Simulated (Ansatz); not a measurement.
**Predicting a hybrid from its neighbours: BH3O3 (boric acid)**

BH3O3 has 7 atoms, charge 0, and is taken as a singlet. SMILES: `OB(O)O`. The shape is that of a PBE0-D4/def2-TZVP optimisation. This is a higher conformer, about 20 kJ/mol above the lowest found by a separate search.

The electronic atomisation energy y, in eV, basis def2-SVPD; a is the functional's share of exact exchange. Programs: Ansatz 0.2.0.

| functional | program | a | y (eV) |
| --- | --- | --- | --- |
| PBE | Ansatz | 0 | 32.56 |
| r2SCAN | Ansatz | 0 | 32.01 |
| B3LYP | Ansatz | 0.2 | 31.67 |
| r2SCAN0 | Ansatz | 0.25 | 31.26 |
| PBE0 | Ansatz | 0.25 | ? |
| BHLYP | Ansatz | 0.5 | 30.43 |

Task: Fit y = c + s·a to the known rows and predict PBE0.

Result: 
1. Means of the 5 rows: a = 0.1900, y = 31.586.
2. Σ(Δa)² = 0.172, Σ(Δa·Δy) = -0.6427, so the slope is -0.6427/0.172 = -3.7366.
3. Intercept: 31.586 − (-3.7366) × 0.1900 = 32.296. The largest residual of the fit is 0.29.
4. PBE0: 32.296 + (-3.7366) × 0.25 = 31.36 eV.

The run gave 31.68 eV, so the prediction is off by -0.32 eV, about the scatter of the fit. The rows mix families of semi-local functionals, which the line can't see.

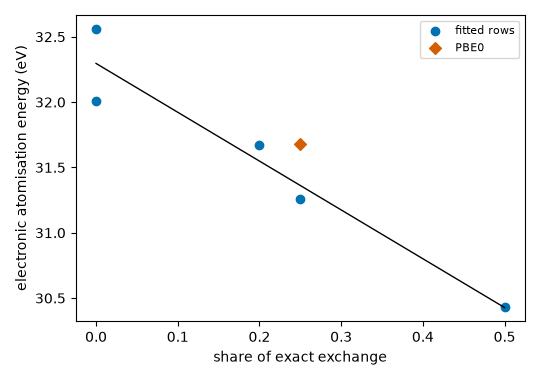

The fitted line, with the withheld row.
